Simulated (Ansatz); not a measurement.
# CH$_{6}$B$_{2}$ClNSi: geometry relaxation (part 1 of 2)

- system: CH$_{6}$B$_{2}$ClNSi, SMILES BB1C[SiH](Cl)N1
- method: RKS r2SCAN-D4/6-31G (Ansatz 0.2.0)

It belongs to a series of runs on one base structure; here: end point A relaxed.

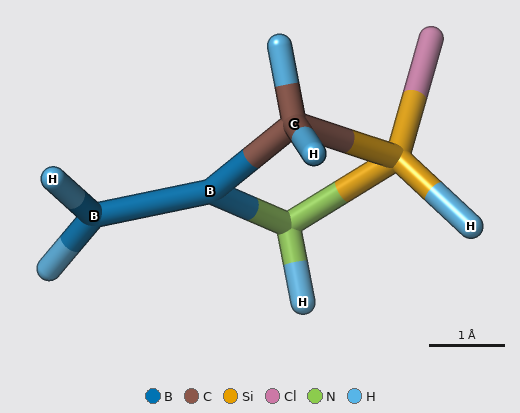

Fig. 1: The structure as given in the input (stick view, seen at a tilt).

**Input**
```yaml
crystal:
  periodic: [false, false, false]
  atoms:
    - { symbol: B, position_ang: [-2.3076, -0.4034, 0.217] }
    - { symbol: B, position_ang: [-0.7139, -0.2117, 0.1062] }
    - { symbol: C, position_ang: [0.2729, 0.7435, -0.7509] }
    - { symbol: Si, position_ang: [1.848, 0.0315, 0.0035] }
    - { symbol: Cl, position_ang: [2.8559, -1.1749, -1.3542] }
    - { symbol: "N", position_ang: [0.5016, -0.8917, 0.7959] }
    - { symbol: H, position_ang: [-3.0243, 0.3352, -0.4491] }
    - { symbol: H, position_ang: [-2.7948, -1.1386, 0.9274] }
    - { symbol: H, position_ang: [0.2458, 0.5651, -1.7856] }
    - { symbol: H, position_ang: [0.1849, 1.8138, -0.4495] }
    - { symbol: H, position_ang: [2.5043, 0.8921, 0.9534] }
    - { symbol: H, position_ang: [0.5042, -0.6161, 1.8198] }
basis:
  gaussian: { orbitals: "6-31G" }
hamiltonian:
  xc: r2scan
  dispersion: d4
relax:
  f_tol: 0.015
  max_steps: 40
```

Machine: 1 thread of Intel Xeon @ 2.50GHz (Skylake/Cascade Lake), 189 GiB of memory available, shared host.

Command:
```bash
ansatz run input.yaml --threads 1 --pin off --max-ram 2048MiB --backend cpu --events-out ev --progress --plain --runs-dir out
```

**Log**
```
The last accepted step is kept in [file] (removed where the run ends without a failure and the disk answers)
Engine: ansatz 0.2.0, x86_64-unknown-linux-gnu
Functional definition: r2SCAN
  parameter k0 = 0.174
  parameter k1 = 0.065
  parameter a1 = 4.9479
  exchange = r2scan_x(k0 = k0, k1 = k1, a1 = a1)
  correlation = r2scan_c
1044 factors; integrals over basis functions are off by at most 2.1e-4 eV
mean field evaluation 1: about -24358.3888 eV, gradient 6.8e1 eV
mean field evaluation 2: about -24305.7244 eV, gradient 1.3e2 eV
mean field evaluation 4: about -24369.0192 eV, gradient 1.1e1 eV
mean field evaluation 8: about -24369.3815 eV, gradient 3.4e-1 eV
mean field evaluation 16: about -24369.3819 eV, gradient 3.4e-5 eV
mean field -24369.38188009 eV, -895.5582659330 hartree, gradient 3.4e-5 eV, S^2 0.000000; 0 other end points of the search recorded, 0 dependent functions left out
the calculation of the forces begins
reference -24369.38189004 eV, -895.5582662986 hartree; 30, 30 occupied and 44, 44 virtual orbitals, 1044 factors
relax step   1: F+E_penalty+E_count = -24369.45984379 eV  Δ(F+E_penalty+E_count) = +0.000e0 eV  max|allowed force component| = 5.392e0 eV/Å  Δτ_max = 0.0000 Å  (26 SCF iters, accepted)
these checks for a lower state are left out or cut short: starts, cluster_reference, orbital_swaps, neighbouring_geometries, increment
1044 factors; integrals over basis functions are off by at most 2.0e-4 eV
mean field -24370.72470593 eV, -895.6076138726 hartree, gradient 9.0e-6 eV, S^2 0.000000; 0 other end points of the search recorded, 0 dependent functions left out
[... from here on the field's lines of each further geometry are left out, up to the last ...]
relax step   2: F+E_penalty+E_count = -24370.80219759 eV  Δ(F+E_penalty+E_count) = -1.342e0 eV  max|allowed force component| = 2.213e0 eV/Å  Δτ_max = 0.1947 Å  (30 SCF iters, accepted)
relax step   3: F+E_penalty+E_count = -24371.23872578 eV  Δ(F+E_penalty+E_count) = -4.365e-1 eV  max|allowed force component| = 1.744e0 eV/Å  Δτ_max = 0.2000 Å  (29 SCF iters, accepted)
relax step   4: F+E_penalty+E_count = -24371.58496543 eV  Δ(F+E_penalty+E_count) = -3.462e-1 eV  max|allowed force component| = 2.269e0 eV/Å  Δτ_max = 0.1947 Å  (28 SCF iters, accepted)
relax step   5: F+E_penalty+E_count = -24371.75933244 eV  Δ(F+E_penalty+E_count) = -1.744e-1 eV  max|allowed force component| = 9.565e-1 eV/Å  Δτ_max = 0.1980 Å  (28 SCF iters, accepted)
relax step   6: F+E_penalty+E_count = -24371.83992938 eV  Δ(F+E_penalty+E_count) = -8.060e-2 eV  max|allowed force component| = 1.955e-1 eV/Å  Δτ_max = 0.1999 Å  (27 SCF iters, accepted)
relax step   7: F+E_penalty+E_count = -24371.88417015 eV  Δ(F+E_penalty+E_count) = -4.424e-2 eV  max|allowed force component| = 2.786e-1 eV/Å  Δτ_max = 0.2000 Å  (27 SCF iters, accepted)
relax step   8: F+E_penalty+E_count = -24371.92179087 eV  Δ(F+E_penalty+E_count) = -3.762e-2 eV  max|allowed force component| = 5.338e-1 eV/Å  Δτ_max = 0.1953 Å  (27 SCF iters, accepted)
relax step   9: F+E_penalty+E_count = -24371.97378626 eV  Δ(F+E_penalty+E_count) = -5.200e-2 eV  max|allowed force component| = 2.707e-1 eV/Å  Δτ_max = 0.2000 Å  (27 SCF iters, accepted)
relax step  10: F+E_penalty+E_count = -24372.01724570 eV  Δ(F+E_penalty+E_count) = -4.346e-2 eV  max|allowed force component| = 1.191e-1 eV/Å  Δτ_max = 0.2000 Å  (28 SCF iters, accepted)
relax step  11: F+E_penalty+E_count = -24372.04157866 eV  Δ(F+E_penalty+E_count) = -2.433e-2 eV  max|allowed force component| = 9.553e-2 eV/Å  Δτ_max = 0.2000 Å  (27 SCF iters, accepted)
relax step  12: F+E_penalty+E_count = -24371.99143691 eV  Δ(F+E_penalty+E_count) = +5.014e-2 eV  max|allowed force component| = 7.696e-1 eV/Å  Δτ_max = 0.2000 Å  (27 SCF iters, rejected (line search))
relax step  13: F+E_penalty+E_count = -24372.04848579 eV  Δ(F+E_penalty+E_count) = -6.907e-3 eV  max|allowed force component| = 5.332e-2 eV/Å  Δτ_max = 0.1000 Å  (28 SCF iters, accepted)
relax step  14: F+E_penalty+E_count = -24372.04795558 eV  Δ(F+E_penalty+E_count) = +5.302e-4 eV  max|allowed force component| = 1.136e-1 eV/Å  Δτ_max = 0.1000 Å  (28 SCF iters, rejected (line search))
relax step  15: F+E_penalty+E_count = -24372.05011858 eV  Δ(F+E_penalty+E_count) = -1.633e-3 eV  max|allowed force component| = 4.428e-2 eV/Å  Δτ_max = 0.0484 Å  (27 SCF iters, accepted)
relax step  16: F+E_penalty+E_count = -24372.05068718 eV  Δ(F+E_penalty+E_count) = -5.686e-4 eV  max|allowed force component| = 2.458e-2 eV/Å  Δτ_max = 0.0339 Å  (26 SCF iters, accepted)
the calculation of the forces begins
reference -24371.97381202 eV, -895.6535176747 hartree; 30, 30 occupied and 44, 44 virtual orbitals, 1044 factors
relax step  17: F+E_penalty+E_count = -24372.05077984 eV  Δ(F+E_penalty+E_count) = -9.267e-5 eV  max|allowed force component| = 1.346e-2 eV/Å  Δτ_max = 0.0115 Å  (23 SCF iters, accepted)
1044 factors; integrals over basis functions are off by at most 2.1e-4 eV
mean field evaluation 128: about -24362.5557 eV, gradient 6.4e1 eV
```

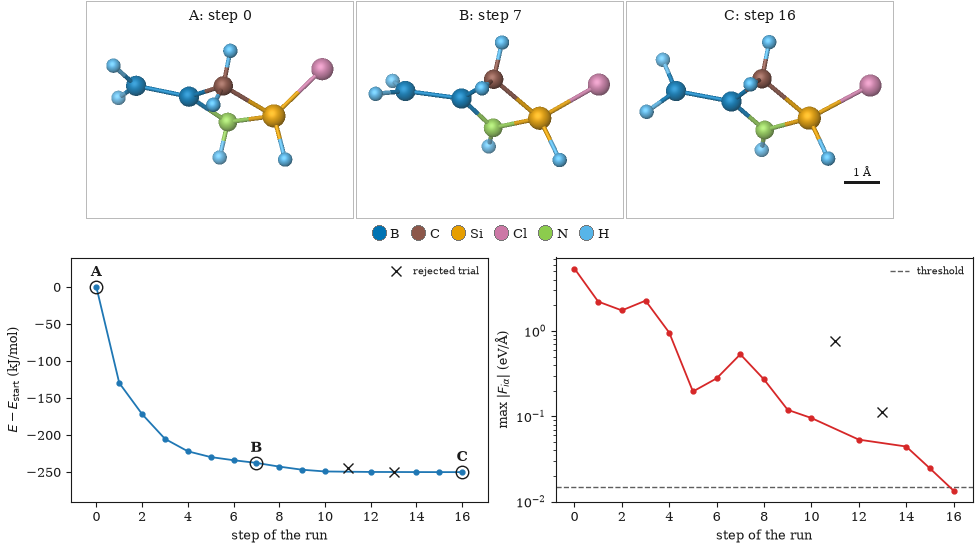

Fig. 2: Frames of the relaxation (ball-and-stick view, seen at a tilt) above the curves, on which the letters mark them (the first geometry is step 0 here and step 1 in the log).

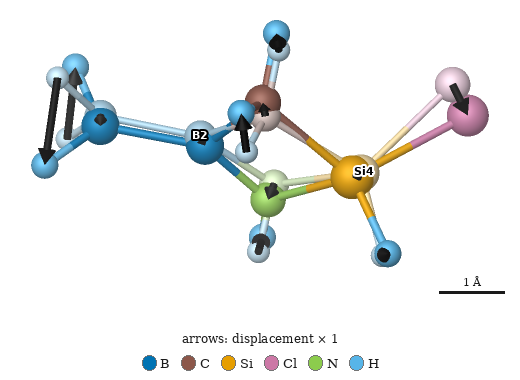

Fig. 3: Start (faint) and end (solid) with the displacements as black arrows, at true length (ball-and-stick view, seen at a tilt). The two geometries are laid on each other by the best rigid fit. H7 moves most after the best rigid fit: 1.37 Å. By element the largest moves are H 1.37 Å, Cl 0.54 Å, N 0.28 Å, C 0.21 Å, B 0.19 Å, Si 0.19 Å. Among the contacts that change: Si4–Cl5 2.077 → 2.195 Å, B2–N6 1.554 → 1.437 Å, B1–H8 1.132 → 1.202 Å, Si4–H11 1.440 → 1.503 Å. Among the angles that change: Si4–N6–H12 106.7° → 135.5°, B2–N6–H12 108.5° → 130.2°, Cl5–Si4–H11 123.9° → 103.9°. Over 16 geometry steps the energy falls by 250.0 kJ/mol. The largest force component goes from 5.4 to 0.013 eV/Å. The line search rejected the trial steps at points 11, 13 (counted from 0) and went back. (Atoms are counted from 1 in the order of the input.)

```
mean field -24371.97380192 eV, -895.6535173032 hartree, gradient 1.4e-5 eV, S^2 0.000000; 1 other end points of the search recorded, 0 dependent functions left out
the calculation of the forces begins
reference -24371.97381202 eV, -895.6535176747 hartree; 30, 30 occupied and 44, 44 virtual orbitals, 1044 factors
Total energy: -24372.05078995 eV, -895.6563465613 hartree
Atom 0 at    -2.266646    -0.242040     0.322785 Å, force     0.001278     0.005967    -0.008213 eV/Å
Atom 1 at    -0.613177    -0.155648     0.218767 Å, force     0.001135    -0.000167    -0.004330 eV/Å
Atom 2 at     0.190558     0.662020    -0.952611 Å, force     0.006029     0.004867     0.002701 eV/Å
Atom 3 at     1.742614     0.178761     0.059044 Å, force    -0.009418    -0.007456    -0.008640 eV/Å
Atom 4 at     3.193996    -1.163662    -0.893917 Å, force     0.001509     0.001361     0.000113 eV/Å
Atom 5 at     0.471970    -0.664894     1.011959 Å, force    -0.013462     0.002038     0.001027 eV/Å
Atom 6 at    -2.920210     0.610519     0.863386 Å, force     0.000989    -0.000840     0.003388 eV/Å
Atom 7 at    -2.896613    -1.105870    -0.227344 Å, force    -0.001299    -0.002243     0.003378 eV/Å
Atom 8 at     0.141713     0.188175    -1.940129 Å, force     0.003085    -0.002806     0.001466 eV/Å
Atom 9 at    -0.023657     1.730065    -1.064866 Å, force    -0.001673     0.000426     0.000495 eV/Å
Atom 10 at     2.597116     1.162801     0.806794 Å, force    -0.000122     0.002697     0.002829 eV/Å
Atom 11 at     0.459337    -1.255426     1.830032 Å, force     0.011948    -0.003843     0.005788 eV/Å
Dipole moment:    -0.304356     0.294867     0.324298 e Å
```

**Trajectory as extended XYZ (Å, eV, eV/Å), 17 frames, from step=1 to step=17**
```
12
Properties=species:S:1:pos:R:3:forces:R:3 step=1 energy=-24369.45984
B    -2.3076   -0.4034    0.2170   -1.3076   1.5089  -0.8392
B    -0.7139   -0.2117    0.1062    5.3924  -0.1094  -0.1203
C     0.2729    0.7435   -0.7509   -0.4789   1.3182  -0.1857
Si    1.8480    0.0315    0.0035   -2.7006   0.2265  -0.2405
Cl    2.8559   -1.1749   -1.3542    1.2430  -0.7747  -0.7449
N     0.5016   -0.8917    0.7959   -1.6703   0.9528   3.3099
H    -3.0243    0.3352   -0.4491    0.1776  -0.4370   0.3152
H    -2.7948   -1.1386    0.9274   -0.9505  -1.2998   0.9796
H     0.2458    0.5651   -1.7856   -0.3572   0.6727  -2.0504
H     0.1849    1.8138   -0.4495   -0.3149  -0.3262  -0.6642
H     2.5043    0.8921    0.9534    1.2344   0.3913   0.6356
H     0.5042   -0.6161    1.8198   -0.2674  -2.1234  -0.3952
12
Properties=species:S:1:pos:R:3:forces:R:3 step=2 energy=-24370.80220
B    -2.2831   -0.3602    0.2479   -0.5053   0.3260  -0.5204
B    -0.6203   -0.1959    0.1033    1.7378  -0.3082   0.8152
C     0.2555    0.7949   -0.8355    0.1976  -0.5222   0.2052
Si    1.7709    0.0357    0.0069   -0.7149   0.0867   0.0506
Cl    2.9156   -1.1871   -1.3422    0.4482  -0.1906  -0.0292
N     0.4778   -0.8914    0.9092   -0.9508   2.2131   0.5394
H    -3.0142    0.3206   -0.4410    0.1108  -0.0800   0.2454
H    -2.8078   -1.1693    0.9232   -0.2393  -0.3692   0.3770
H     0.2083    0.6425   -1.8992   -0.2200   0.4215  -0.7279
H     0.1405    1.8468   -0.5253   -0.2363  -0.0893  -0.3665
H     2.5681    0.8700    0.9434    0.5861   0.0334   0.0504
H     0.4657   -0.7619    1.9431   -0.2140  -1.5211  -0.6393
12
Properties=species:S:1:pos:R:3:forces:R:3 step=3 energy=-24371.23873
B    -2.2804   -0.3260    0.2733   -0.0771   0.2472  -0.1172
B    -0.5987   -0.1801    0.1331    0.5767  -0.0041  -0.4860
C     0.2824    0.7597   -0.8966   -0.6314   0.2889   0.4091
Si    1.7750    0.0738    0.0509   -0.6601  -0.0860  -0.5868
Cl    2.9815   -1.1456   -1.2509    0.5253  -0.2718  -0.0124
N     0.4468   -0.8687    0.8830    0.1403   1.7445   0.7482
H    -3.0128    0.4035   -0.3455   -0.0050  -0.0318   0.1338
H    -2.7841   -1.1801    0.9273   -0.2017  -0.2363   0.1466
H     0.1431    0.6179   -1.9746    0.2866   0.0642   0.1035
H     0.1029    1.8332   -0.6386   -0.0298  -0.4595  -0.3046
H     2.5989    0.9087    0.9758    0.2943  -0.0091   0.0502
H     0.4223   -0.9515    1.8968   -0.2181  -1.2461  -0.0844
12
Properties=species:S:1:pos:R:3:forces:R:3 step=4 energy=-24371.58496
B    -2.2977   -0.3062    0.2955    0.1902  -0.1847   0.0001
B    -0.5984   -0.1664    0.1300   -0.4078   0.2760  -0.5438
C     0.2640    0.7655   -0.9240   -0.5536   0.3097   0.0696
Si    1.7701    0.1060    0.0243    0.0146  -0.1164  -0.0615
Cl    3.1011   -1.1606   -1.1682    0.0328  -0.0328   0.1366
N     0.4335   -0.7712    0.9064    0.4154   0.0274   2.2691
H    -3.0403    0.4435   -0.2744   -0.0674   0.0697   0.0997
H    -2.7998   -1.2034    0.9261   -0.0096   0.0795  -0.0542
H     0.1533    0.6281   -2.0119    0.2116  -0.1396   0.3376
H     0.0512    1.8373   -0.7072    0.1220  -0.3453  -0.1300
H     2.6627    0.9132    0.9371   -0.0058  -0.0419  -0.1224
H     0.3774   -1.1410    1.9001    0.0575   0.0983  -2.0009
```
